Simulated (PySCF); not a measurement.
**Geometry relaxation, with input and output: C6H15BrGa (charge −1)**

C6H15BrGa, charge −1, computed with PBE0-D3(BJ)/ma-def2-SVP geometry optimisation, gas phase (PySCF 2.14.0).

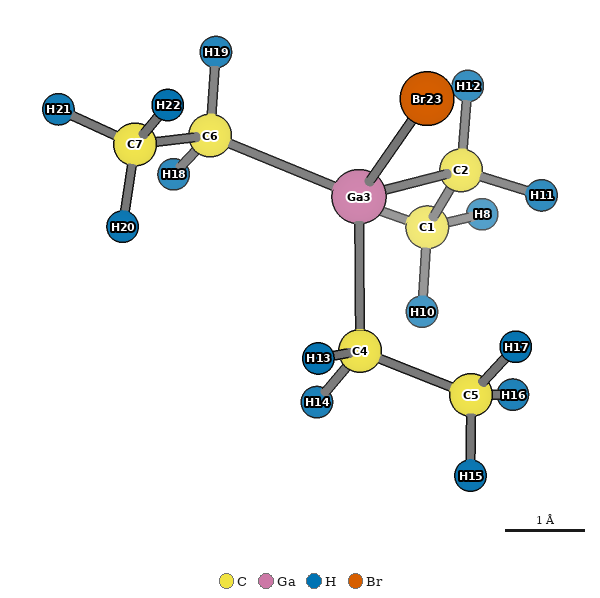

Figure 1. The input geometry (ball-and-stick view, seen at a tilt; atoms are numbered from 1 in the order of the input). Sticks mark near contacts. Bond lengths as drawn: Br–Ga 2.35 Å, C–C 1.53 Å, C–Ga 2.08 Å and C–H 1.09 to 1.10 Å.

### Key numbers

| quantity | value |
| --- | --- |
| outcome | converged |
| total energy | −4735.260700 hartree |
| point group | C1 |
| hardware | 1 CPU thread, shared host |
| wall time | 8 min |
| peak memory | 1.6 GiB |

### Input
```
{"job": {"xc": "PBE0", "basis": "ma-def2-SVP", "d3": "d3bj", "grid": 1, "kind": "geom"}, "charge": -1, "multiplicity": 1}
C     -1.285364     2.271875     0.547089
C     -0.821641     1.793493    -0.830799
Ga     0.314814     0.058003    -0.728482
C     -0.774976    -1.600292    -0.108408
C     -2.121987    -1.731965    -0.826460
C      2.111904     0.334881     0.283039
C      3.038065    -0.885473     0.274976
H     -1.899349     3.178162     0.485867
H     -0.425234     2.491448     1.182643
H     -1.874630     1.498600     1.044169
H     -1.711344     1.651191    -1.467766
H     -0.258975     2.613734    -1.308065
H     -0.205967    -2.531847    -0.267542
H     -0.959975    -1.560828     0.976985
H     -2.673974    -2.624753    -0.509976
H     -2.748313    -0.859698    -0.626019
H     -1.973793    -1.793141    -1.907239
H      1.922224     0.618874     1.330582
H      2.661743     1.188728    -0.149077
H      2.555653    -1.733293     0.766488
H      3.983568    -0.686774     0.792946
H      3.271055    -1.182720    -0.749889
Br     0.921265    -0.421827    -2.951815
```

The first line tells a small driver script what to run in PySCF; the rest is the geometry in Å.

Run as:
```bash
OMP_NUM_THREADS=1 python <driver script> task.json out
```

### What the program printed
```
step   0  E = -4735.25308489  max force = 0.025308
step   1  E = -4735.25967341  max force = 0.004967
step   2  E = -4735.26020232  max force = 0.003044
step   3  E = -4735.26051983  max force = 0.001532
step   4  E = -4735.26056193  max force = 0.000826
step   5  E = -4735.26062135  max force = 0.000773
step   6  E = -4735.26064322  max force = 0.000939
step   7  E = -4735.26067333  max force = 0.000798
step   8  E = -4735.26068678  max force = 0.000577
step   9  E = -4735.26069993  max force = 0.000414
optimisation converged
```

### Trajectory as extended XYZ (Å, eV, eV/Å), 10 frames, from step=0 to step=9
```
23
Properties=species:S:1:pos:R:3:forces:R:3 step=0 energy=-128852.79960
C    -1.2854    2.2719    0.5471    0.1997  -0.2026  -0.5901
C    -0.8216    1.7935   -0.8308    0.0951  -0.2794   0.2863
Ga    0.3148    0.0580   -0.7285   -0.2414   0.3843   1.3014
C    -0.7750   -1.6003   -0.1084   -0.0245   0.3475  -0.2737
C    -2.1220   -1.7320   -0.8265    0.6054   0.0824   0.2914
C     2.1119    0.3349    0.2830   -0.2250  -0.2676  -0.2656
C     3.0381   -0.8855    0.2750   -0.4499   0.5293  -0.0179
H    -1.8994    3.1782    0.4859   -0.2247   0.3076   0.1212
H    -0.4252    2.4914    1.1826    0.2406   0.1028   0.3374
H    -1.8746    1.4986    1.0442   -0.2370  -0.2133   0.2884
H    -1.7113    1.6512   -1.4678    0.0139  -0.1910  -0.1247
H    -0.2590    2.6137   -1.3081    0.2113  -0.1080  -0.1215
H    -0.2060   -2.5318   -0.2675    0.2410   0.0636  -0.0595
H    -0.9600   -1.5608    0.9770    0.0662   0.1294   0.2162
H    -2.6740   -2.6248   -0.5100   -0.2763  -0.2683   0.0434
H    -2.7483   -0.8597   -0.6260   -0.2953   0.2658  -0.0129
H    -1.9738   -1.7931   -1.9072   -0.0296   0.0027  -0.3598
H     1.9222    0.6189    1.3306   -0.1951   0.0779   0.1606
H     2.6617    1.1887   -0.1491   -0.1306   0.1228  -0.1496
H     2.5556   -1.7333    0.7665   -0.0786  -0.3688   0.1319
H     3.9836   -0.6868    0.7930    0.3547  -0.0474   0.1646
H     3.2711   -1.1827   -0.7499    0.0909  -0.1713  -0.3137
Br    0.9213   -0.4218   -2.9518    0.2890  -0.2986  -1.0538
23
Properties=species:S:1:pos:R:3:forces:R:3 step=1 energy=-128852.97888
C    -0.9572    2.3929    0.5549   -0.0042  -0.0345   0.0808
C    -0.4699    1.8748   -0.7950   -0.1519   0.1843  -0.1661
Ga    0.3191    0.0263   -0.6958   -0.0446   0.0208   0.0997
C    -1.0301   -1.3598   -0.1360    0.0686  -0.2554   0.1413
C    -2.3524   -1.3969   -0.8902   -0.0275  -0.0205  -0.0366
C     2.0539   -0.0173    0.3211    0.1762   0.2150   0.1116
C     2.9014   -1.2816    0.2763    0.0359  -0.0276  -0.0160
H    -1.5258    3.3439    0.4939    0.0406  -0.0300   0.0017
H    -0.1137    2.5703    1.2471   -0.0362  -0.0150  -0.0061
H    -1.6187    1.6594    1.0534    0.0069   0.0570  -0.0134
H    -1.3180    1.8341   -1.5053    0.0287  -0.0207   0.0187
H     0.2472    2.5891   -1.2415    0.0212  -0.0699   0.0223
H    -0.5201   -2.3377   -0.2346   -0.0312   0.0223  -0.0082
H    -1.2184   -1.2459    0.9516    0.0172   0.0444  -0.0463
H    -2.9971   -2.2511   -0.5947    0.0044   0.0770  -0.0327
H    -2.9428   -0.4778   -0.7267    0.0192   0.0064  -0.0153
H    -2.1868   -1.4769   -1.9786    0.0015   0.0042   0.0144
H     1.8323    0.2505    1.3753   -0.0260  -0.0273  -0.0483
H     2.6448    0.8352   -0.0697   -0.0217  -0.0505   0.0103
H     2.3837   -2.1398    0.7401   -0.0133   0.0027  -0.0209
H     3.8734   -1.1702    0.8013   -0.0637  -0.0426  -0.0292
H     3.1254   -1.5716   -0.7648   -0.0269   0.0012   0.0149
Br    0.9321   -0.5866   -3.0205    0.0267  -0.0411  -0.0765
23
Properties=species:S:1:pos:R:3:forces:R:3 step=2 energy=-128852.99327
C    -0.9743    2.4008    0.5484    0.0194  -0.0254   0.0011
C    -0.4839    1.8766   -0.8001   -0.0981   0.0290  -0.0616
Ga    0.3233    0.0279   -0.6800   -0.0421   0.0606   0.0965
C    -1.0171   -1.3721   -0.1173    0.0567  -0.1565   0.0535
C    -2.3285   -1.3952   -0.8935    0.0123   0.0427  -0.0253
C     2.0652   -0.0054    0.3347    0.0948   0.1323   0.0385
C     2.8869   -1.2866    0.2702   -0.0375  -0.0297  -0.0315
H    -1.5344    3.3548    0.4814    0.0147   0.0117  -0.0024
H    -0.1349    2.5752    1.2448   -0.0018  -0.0140   0.0001
H    -1.6438    1.6773    1.0477   -0.0135   0.0101  -0.0144
H    -1.3272    1.8275   -1.5139    0.0067  -0.0141   0.0122
H     0.2385    2.5828   -1.2477    0.0272  -0.0290   0.0151
H    -0.5108   -2.3514   -0.2087   -0.0129   0.0112  -0.0120
H    -1.2147   -1.2478    0.9661   -0.0077   0.0312  -0.0134
H    -2.9954   -2.2341   -0.6116   -0.0088   0.0100   0.0050
H    -2.9045   -0.4650   -0.7435    0.0087   0.0094  -0.0133
H    -2.1441   -1.4783   -1.9782    0.0067  -0.0030   0.0008
H     1.8473    0.2578    1.3892   -0.0161  -0.0250  -0.0078
H     2.6619    0.8405   -0.0570    0.0023  -0.0208  -0.0035
H     2.3503   -2.1377    0.7249   -0.0111  -0.0030  -0.0092
H     3.8644   -1.2106    0.7865   -0.0059  -0.0071   0.0084
H     3.0914   -1.5688   -0.7766   -0.0096  -0.0006   0.0021
Br    0.9465   -0.6048   -3.0042    0.0155  -0.0201  -0.0391
23
Properties=species:S:1:pos:R:3:forces:R:3 step=3 energy=-128853.00191
C    -1.0098    2.4043    0.5278    0.0079   0.0153  -0.0275
C    -0.5093    1.8674   -0.8108   -0.0080  -0.0788   0.0071
Ga    0.3322    0.0357   -0.6454    0.0109   0.0469   0.0528
C    -0.9873   -1.3872   -0.0830    0.0245   0.0095  -0.0226
C    -2.2739   -1.3838   -0.9005    0.0088   0.0410  -0.0115
C     2.0823    0.0209    0.3621   -0.0239   0.0086  -0.0421
C     2.8484   -1.2926    0.2621   -0.0415  -0.0257  -0.0135
H    -1.5506    3.3679    0.4480    0.0002   0.0251   0.0030
H    -0.1779    2.5671    1.2351    0.0098  -0.0114   0.0103
H    -1.7000    1.6967    1.0199   -0.0234  -0.0130  -0.0054
H    -1.3421    1.8012   -1.5335   -0.0058   0.0018  -0.0056
H     0.2254    2.5606   -1.2561    0.0038   0.0208  -0.0103
H    -0.4864   -2.3689   -0.1602    0.0001  -0.0019  -0.0080
H    -1.2102   -1.2435    0.9919   -0.0198  -0.0073   0.0149
H    -2.9779   -2.1969   -0.6373   -0.0154  -0.0266   0.0194
H    -2.8238   -0.4337   -0.7790    0.0002  -0.0021  -0.0067
H    -2.0532   -1.4791   -1.9772   -0.0010  -0.0156  -0.0060
H     1.8725    0.2719    1.4197    0.0084  -0.0083   0.0220
H     2.6949    0.8528   -0.0309    0.0198  -0.0009  -0.0036
H     2.2739   -2.1277    0.7003    0.0029   0.0013   0.0058
H     3.8331   -1.2790    0.7679    0.0292   0.0087   0.0262
H     3.0225   -1.5597   -0.7938    0.0177   0.0007   0.0032
Br    0.9794   -0.6310   -2.9657   -0.0054   0.0119  -0.0019
23
Properties=species:S:1:pos:R:3:forces:R:3 step=4 energy=-128853.00306
C    -1.0199    2.4066    0.5203   -0.0014   0.0124  -0.0145
C    -0.5124    1.8661   -0.8142    0.0049  -0.0425   0.0093
Ga    0.3349    0.0394   -0.6403    0.0184   0.0198   0.0405
C    -0.9833   -1.3874   -0.0821    0.0096   0.0275  -0.0194
C    -2.2677   -1.3845   -0.9038    0.0022   0.0093  -0.0019
C     2.0863    0.0233    0.3670   -0.0303  -0.0139  -0.0346
C     2.8468   -1.2946    0.2687   -0.0150  -0.0087   0.0014
H    -1.5536    3.3745    0.4375    0.0066   0.0108   0.0001
H    -0.1923    2.5629    1.2345    0.0012  -0.0107   0.0065
H    -1.7192    1.7027    1.0059   -0.0132  -0.0015  -0.0074
H    -1.3414    1.7982   -1.5412    0.0001  -0.0041  -0.0041
H     0.2246    2.5592   -1.2571   -0.0069   0.0150  -0.0080
H    -0.4822   -2.3689   -0.1581    0.0029  -0.0019  -0.0039
H    -1.2118   -1.2436    0.9921   -0.0105  -0.0121   0.0057
H    -2.9734   -2.1963   -0.6376   -0.0038  -0.0069   0.0093
H    -2.8170   -0.4335   -0.7882    0.0016   0.0000  -0.0054
H    -2.0447   -1.4860   -1.9796    0.0010  -0.0113  -0.0011
H     1.8774    0.2722    1.4256    0.0088   0.0020   0.0102
H     2.7040    0.8520   -0.0249    0.0097  -0.0032  -0.0002
H     2.2674   -2.1271    0.7051    0.0009   0.0018   0.0034
H     3.8299   -1.2844    0.7795    0.0064   0.0058   0.0125
H     3.0255   -1.5627   -0.7861    0.0112   0.0036   0.0026
Br    0.9846   -0.6247   -2.9617   -0.0044   0.0085  -0.0013
23
Properties=species:S:1:pos:R:3:forces:R:3 step=5 energy=-128853.00467
C    -1.0492    2.4145    0.4965   -0.0160  -0.0012   0.0061
C    -0.5160    1.8639   -0.8237    0.0275   0.0366   0.0157
Ga    0.3431    0.0481   -0.6273    0.0047  -0.0226  -0.0110
C    -0.9717   -1.3861   -0.0815   -0.0207   0.0311  -0.0018
C    -2.2497   -1.3906   -0.9139   -0.0090  -0.0397   0.0109
C     2.0921    0.0270    0.3814   -0.0124  -0.0374   0.0079
C     2.8415   -1.2988    0.2934    0.0325   0.0150   0.0240
H    -1.5599    3.3942    0.4016    0.0124  -0.0086  -0.0048
H    -0.2391    2.5514    1.2351   -0.0098  -0.0056  -0.0009
H    -1.7772    1.7236    0.9592    0.0034   0.0136  -0.0076
H    -1.3313    1.7901   -1.5655    0.0062  -0.0170  -0.0023
H     0.2264    2.5576   -1.2583   -0.0179   0.0026  -0.0026
H    -0.4677   -2.3664   -0.1534    0.0092  -0.0004   0.0043
H    -1.2148   -1.2442    0.9903    0.0096  -0.0132  -0.0052
H    -2.9578   -2.1987   -0.6383    0.0087   0.0204  -0.0083
H    -2.7989   -0.4377   -0.8164    0.0033   0.0048  -0.0054
H    -2.0195   -1.5109   -1.9862    0.0031   0.0014   0.0034
H     1.8837    0.2759    1.4406    0.0046   0.0223  -0.0090
H     2.7228    0.8470   -0.0082   -0.0084   0.0019   0.0010
H     2.2504   -2.1255    0.7246   -0.0035  -0.0017  -0.0042
H     3.8176   -1.2930    0.8199   -0.0221  -0.0036  -0.0085
H     3.0363   -1.5701   -0.7577   -0.0047   0.0039   0.0006
Br    1.0011   -0.6082   -2.9507   -0.0008  -0.0028  -0.0024
23
Properties=species:S:1:pos:R:3:forces:R:3 step=6 energy=-128853.00527
C    -1.0652    2.4190    0.4811   -0.0155  -0.0062   0.0078
C    -0.5143    1.8637   -0.8297    0.0284   0.0483   0.0151
Ga    0.3474    0.0508   -0.6216   -0.0031  -0.0270  -0.0285
C    -0.9668   -1.3854   -0.0812   -0.0253   0.0160   0.0044
C    -2.2405   -1.3965   -0.9204   -0.0052  -0.0361   0.0112
C     2.0930    0.0290    0.3909    0.0024  -0.0328   0.0224
C     2.8394   -1.2994    0.3119    0.0296   0.0204   0.0221
H    -1.5624    3.4047    0.3777    0.0093  -0.0091  -0.0045
H    -0.2682    2.5454    1.2356   -0.0087  -0.0021  -0.0026
H    -1.8100    1.7360    0.9285    0.0054   0.0119  -0.0056
H    -1.3203    1.7854   -1.5811    0.0054  -0.0172  -0.0025
H     0.2308    2.5583   -1.2585   -0.0139  -0.0011   0.0000
H    -0.4596   -2.3645   -0.1489    0.0086   0.0018   0.0040
H    -1.2168   -1.2441    0.9891    0.0113  -0.0070  -0.0057
H    -2.9505   -2.2013   -0.6410    0.0082   0.0185  -0.0091
H    -2.7894   -0.4422   -0.8351    0.0028   0.0043  -0.0044
H    -2.0043   -1.5272   -1.9902    0.0030   0.0044   0.0026
H     1.8834    0.2834    1.4487    0.0012   0.0201  -0.0109
H     2.7286    0.8449    0.0005   -0.0123   0.0027  -0.0025
H     2.2430   -2.1237    0.7402   -0.0041  -0.0019  -0.0050
H     3.8111   -1.2943    0.8464   -0.0200  -0.0045  -0.0092
H     3.0423   -1.5731   -0.7371   -0.0074   0.0021   0.0007
Br    1.0116   -0.6053   -2.9445   -0.0003  -0.0055   0.0004
23
Properties=species:S:1:pos:R:3:forces:R:3 step=7 energy=-128853.00609
C    -1.0951    2.4256    0.4481   -0.0071  -0.0110   0.0035
C    -0.5063    1.8638   -0.8433    0.0148   0.0363   0.0055
Ga    0.3550    0.0529   -0.6135   -0.0103  -0.0200  -0.0410
C    -0.9598   -1.3846   -0.0804   -0.0158  -0.0140   0.0129
C    -2.2233   -1.4098   -0.9341    0.0037  -0.0081   0.0035
C     2.0922    0.0344    0.4112    0.0202  -0.0046   0.0316
C     2.8352   -1.2967    0.3542    0.0064   0.0159   0.0074
H    -1.5665    3.4217    0.3288   -0.0003  -0.0036  -0.0026
H    -0.3266    2.5325    1.2345   -0.0019   0.0036  -0.0031
H    -1.8709    1.7569    0.8623    0.0041   0.0027  -0.0007
H    -1.2924    1.7759   -1.6145    0.0030  -0.0074  -0.0028
H     0.2442    2.5603   -1.2591   -0.0004  -0.0049   0.0054
H    -0.4453   -2.3609   -0.1368    0.0037   0.0038   0.0006
H    -1.2218   -1.2418    0.9867    0.0061   0.0072  -0.0038
H    -2.9384   -2.2075   -0.6490    0.0024   0.0040  -0.0048
H    -2.7711   -0.4528   -0.8744   -0.0001   0.0003  -0.0007
H    -1.9731   -1.5602   -1.9979    0.0011   0.0045  -0.0002
H     1.8779    0.3063    1.4638   -0.0050   0.0059  -0.0068
H     2.7338    0.8428    0.0152   -0.0113   0.0016  -0.0089
H     2.2295   -2.1164    0.7785   -0.0024  -0.0015  -0.0013
H     3.7983   -1.2910    0.9028   -0.0045  -0.0032  -0.0025
H     3.0524   -1.5777   -0.6899   -0.0050  -0.0024   0.0011
Br    1.0342   -0.6104   -2.9317   -0.0014  -0.0050   0.0077
23
Properties=species:S:1:pos:R:3:forces:R:3 step=8 energy=-128853.00645
C    -1.1087    2.4257    0.4285    0.0003  -0.0089   0.0000
C    -0.4989    1.8638   -0.8529   -0.0017   0.0118  -0.0031
Ga    0.3583    0.0518   -0.6123   -0.0063  -0.0109  -0.0297
C    -0.9582   -1.3843   -0.0800   -0.0017  -0.0213   0.0122
C    -2.2156   -1.4175   -0.9419    0.0065   0.0093  -0.0026
C     2.0900    0.0395    0.4223    0.0180   0.0130   0.0201
C     2.8330   -1.2917    0.3817   -0.0087   0.0059  -0.0025
H    -1.5693    3.4259    0.3027   -0.0055   0.0005  -0.0015
H    -0.3561    2.5242    1.2310    0.0020   0.0052  -0.0027
H    -1.8981    1.7622    0.8244    0.0018  -0.0031   0.0015
H    -1.2736    1.7716   -1.6351    0.0017   0.0032  -0.0035
H     0.2553    2.5611   -1.2598    0.0080  -0.0041   0.0077
H    -0.4397   -2.3590   -0.1283   -0.0012   0.0029  -0.0007
H    -1.2258   -1.2374    0.9850   -0.0002   0.0117  -0.0020
H    -2.9335   -2.2114   -0.6550   -0.0010  -0.0052  -0.0011
H    -2.7628   -0.4593   -0.8960   -0.0018  -0.0023   0.0021
H    -1.9572   -1.5775   -2.0024    0.0000   0.0019  -0.0013
H     1.8711    0.3250    1.4701   -0.0060  -0.0034  -0.0017
H     2.7323    0.8441    0.0194   -0.0052  -0.0015  -0.0081
H     2.2235   -2.1083    0.8068   -0.0002   0.0002   0.0029
H     3.7919   -1.2831    0.9368    0.0045  -0.0009   0.0025
H     3.0568   -1.5804   -0.6589   -0.0008  -0.0031   0.0019
Br    1.0476   -0.6215   -2.9246   -0.0026  -0.0011   0.0096
23
Properties=species:S:1:pos:R:3:forces:R:3 step=9 energy=-128853.00681
C    -1.1189    2.4218    0.4097    0.0053  -0.0031  -0.0021
C    -0.4909    1.8631   -0.8641   -0.0172  -0.0150  -0.0108
Ga    0.3611    0.0493   -0.6145    0.0015  -0.0011  -0.0087
C    -0.9579   -1.3840   -0.0799    0.0118  -0.0153   0.0064
C    -2.2097   -1.4242   -0.9491    0.0044   0.0170  -0.0067
C     2.0871    0.0468    0.4311    0.0057   0.0213  -0.0003
C     2.8306   -1.2841    0.4102   -0.0156  -0.0062  -0.0070
H    -1.5745    3.4238    0.2804   -0.0081   0.0024  -0.0010
H    -0.3789    2.5153    1.2244    0.0040   0.0052  -0.0018
H    -1.9161    1.7591    0.7904    0.0001  -0.0063   0.0029
H    -1.2552    1.7694   -1.6564    0.0018   0.0129  -0.0039
H     0.2678    2.5612   -1.2607    0.0124  -0.0022   0.0085
H    -0.4366   -2.3576   -0.1194   -0.0050  -0.0005   0.0005
H    -1.2304   -1.2301    0.9827   -0.0050   0.0105   0.0002
H    -2.9296   -2.2159   -0.6615   -0.0022  -0.0099   0.0013
H    -2.7572   -0.4657   -0.9141   -0.0025  -0.0034   0.0039
H    -1.9442   -1.5913   -2.0067   -0.0005  -0.0005  -0.0016
H     1.8622    0.3468    1.4735   -0.0045  -0.0071   0.0032
H     2.7290    0.8472    0.0194    0.0034  -0.0038  -0.0027
H     2.2183   -2.0962    0.8400    0.0017   0.0018   0.0060
H     3.7863   -1.2703    0.9704    0.0087   0.0017   0.0049
H     3.0598   -1.5844   -0.6260    0.0028  -0.0020   0.0019
Br    1.0603   -0.6368   -2.9185   -0.0030   0.0035   0.0067
```

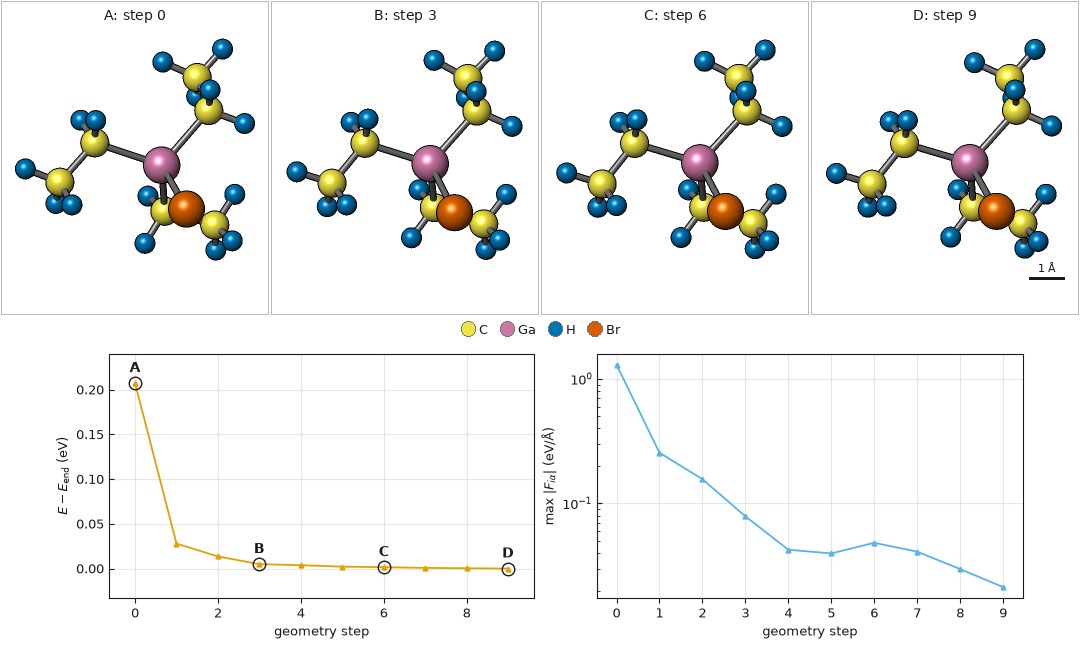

Figure 2. Frames of the relaxation (ball-and-stick view, seen at a tilt) above the curves, on which the letters mark them (steps are counted from 0).

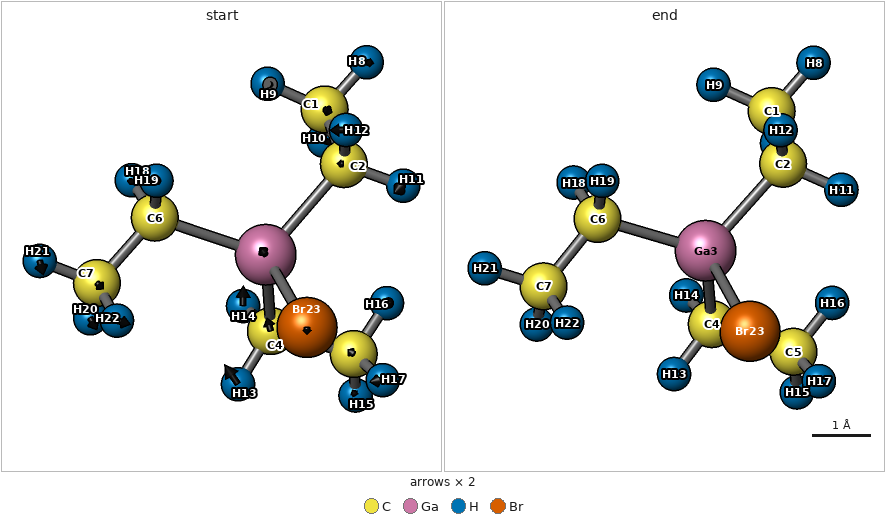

Figure 3. Before (left) and after (right) the relaxation, at one scale (ball-and-stick view, seen at a tilt). The black arrows give the displacements, magnified 2 times. The energy falls by 0.207 eV in 9 geometry steps. Largest force component: 1.3 eV/Å at the start, 0.021 eV/Å at the end. The largest moves after the best rigid fit, 0.21 Å, are those of H9 and H13. Largest moves by element: H 0.21 Å, C 0.13 Å, Ga 0.10 Å, Br 0.07 Å. Among the contacts that change: Ga3–Br23 2.354 → 2.504 Å, C2–Ga3 2.077 → 2.019 Å, C1–H10 1.092 → 1.104 Å, C1–H8 1.096 → 1.108 Å. Among the angles that change: Ga3–C4–H13 111.1° → 107.9°, C2–Ga3–C6 112.7° → 115.2°, Ga3–C2–H12 111.3° → 108.8°. (Atoms are counted from 1 in the order of the input.)
